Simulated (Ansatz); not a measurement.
# HBS (SMILES B=S) at HSE06/STO-3G

What is the vertical singlet–triplet gap of HBS at HSE06/STO-3G? 

Program for the calculation: Ansatz 0.2.0.

70 further runs of the same task are left out: 11 that didn't finish, 59 set aside as unsound or not needed.

## Step 1: The molecule

HBS: 3 atoms, total charge 0, spin state singlet. SMILES: `B=S`. Geometry: relaxed at GFN2-xTB.

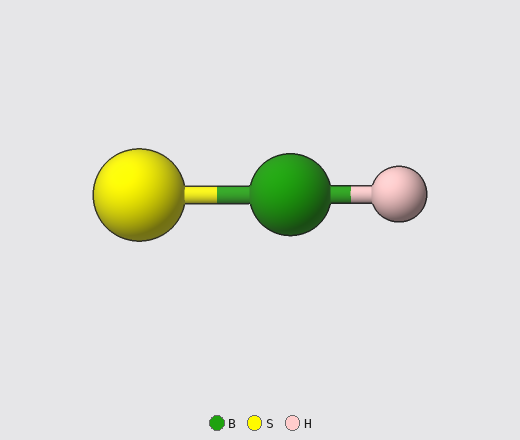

The structure, seen from a chosen angle (boron green, sulfur yellow, hydrogen pink).

## Step 2: A single-point energy at HSE06/STO-3G

in.yaml

```yaml
crystal:
  periodic: [false, false, false]
  atoms:
    - symbol: B
      position_ang: [-0.041030, -0.016100, 0.142540]
    - symbol: S
      position_ang: [0.395320, 0.146510, -1.379660]
    - symbol: H
      position_ang: [-0.354300, -0.130410, 1.237110]
basis:
  gaussian:
    orbitals: STO-3G
hamiltonian:
  xc: hse06
accuracy: high
```

Command:

```
$ ansatz run in.yaml --threads 1 --pin off --max-ram 2610MiB --events-out events.jsonl --progress --plain --runs-dir runs
```

Log:

```text
Warning: RAYON_NUM_THREADS=1 ignored (pool sized by the plan → 1); use --threads N
Functional definition: HSE06
  name "HSE06"
  parameter a = 0.25
  parameter omega = 0.11/bohr
  exchange = pbe_x - a*pbe_x_sr(omega) + a*exact_x_sr(omega)
  correlation = pbe_c
243 factors; integrals over basis functions are off by at most 1.2e-8 eV
50 factors; integrals over basis functions are off by at most 1.6e-9 eV
mean field evaluation 1: about -11394.6310 eV, gradient 6.7e0 eV
mean field evaluation 2: about -11393.7306 eV, gradient 1.9e1 eV
mean field evaluation 4: about -11394.7900 eV, gradient 1.1e-1 eV
mean field evaluation 8: about -11394.7543 eV, gradient 3.6e-5 eV
mean field -11394.75428336 eV, -418.7494962716 hartree, gradient 5.5e-8 eV, S^2 0.000000; 0 other end points of the search recorded, 0 dependent functions left out
reference -11394.75428480 eV, -418.7494963245 hartree; 11, 11 occupied and 4, 4 virtual orbitals, 243 factors
Total energy: -11394.75428480 eV, -418.7494963245 hartree
```

Wall time 0.79 s (1 thread of Arm Neoverse V1, shared host).

## Step 3: The triplet, same level

job.yaml

```yaml
crystal:
  periodic: [false, false, false]
  atoms:
    - {symbol: B, position_ang: [-0.041030, -0.016100, 0.142540]}
    - {symbol: S, position_ang: [0.395320, 0.146510, -1.379660]}
    - {symbol: H, position_ang: [-0.354300, -0.130410, 1.237110]}
basis:
  gaussian:
    orbitals: STO-3G
magnetization:
  spin_polarized: true
  initial_magnetization: 2
hamiltonian:
  xc: {name: HSE06}
accuracy: high
```

Command:

```
$ ansatz run job.yaml --threads 1 --pin off --max-ram 2610MiB --events-out events.jsonl --progress --plain --runs-dir runs
```

Log, cut to the lines that bear on the results:

```text
Warning: RAYON_NUM_THREADS=1 ignored (pool sized by the plan → 1); use --threads N
[... 6 set-up lines as earlier in the session ...]
243 factors; integrals over basis functions are off by at most 1.2e-8 eV
50 factors; integrals over basis functions are off by at most 1.6e-9 eV
mean field evaluation 1: about -11388.2820 eV, gradient 7.7e0 eV
mean field evaluation 2: about -11388.5281 eV, gradient 6.3e0 eV
mean field evaluation 4: about -11388.8561 eV, gradient 1.3e-1 eV
mean field evaluation 8: about -11388.8465 eV, gradient 2.3e-2 eV
mean field evaluation 16: about -11389.4603 eV, gradient 3.9e-2 eV
mean field evaluation 32: about -11389.4569 eV, gradient 1.2e-6 eV
mean field evaluation 64: about -11389.4569 eV, gradient 1.7e-8 eV
mean field -11389.45685360 eV, -418.5548193186 hartree, gradient 1.7e-8 eV, S^2 2.004762; 4 other end points of the search recorded, 0 dependent functions left out
reference -11389.45685506 eV, -418.5548193724 hartree; 12, 10 occupied and 3, 5 virtual orbitals, 243 factors
Total energy: -11389.45685506 eV, -418.5548193724 hartree
```

Wall time 11 s (1 thread of Arm Neoverse V1, shared host); peak memory 0.11 GiB.

## Step 4: Summary of results

At HSE06/STO-3G:

```
                                        quantity          value
                           singlet: total energy  -418.74950 Eh
                           triplet: total energy  -418.55482 Eh
                                   triplet: ⟨S²⟩          2.005
vertical energy of the triplet above the singlet       5.297 eV
```

In words: At this shape the triplet lies 5.30 eV (122 kcal/mol) above the singlet. In a minimal basis such a difference can be off by several eV, whatever the method.
